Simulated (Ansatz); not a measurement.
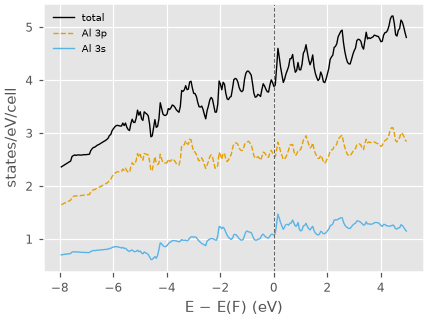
Fig. 1. Total and projected density of states of Al in space group P-3m1 (No. 164; Pearson symbol hP11), plane-wave PAW r²SCAN (Ansatz code)

Problem. Which orbitals carry the states next to the Fermi level?

Solution. Within 0.5 eV of the Fermi level: Al 3p 65 %, Al 3s 29 %, outside the projected shells 6 %. Projections are on Löwdin-orthogonalised atomic valence shells; empty p or d shells of many metals are not among them.

Problem. Where is the tallest occupied peak in this window, and what makes it?

Solution. Near -1.0 eV, about 4.2 states/eV per cell; the largest projected share is Al 3p.

The start of the workflow was typed in or built on a structure type; neither database checked (COD, Materials Project) lists it. It is not the phase usual at ambient conditions (space group No. 225). The cell was relaxed with r²SCAN under the symmetry of its start; whether a distortion lowers the energy is not shown.

Potentials: the later of the program's two PAW sets.
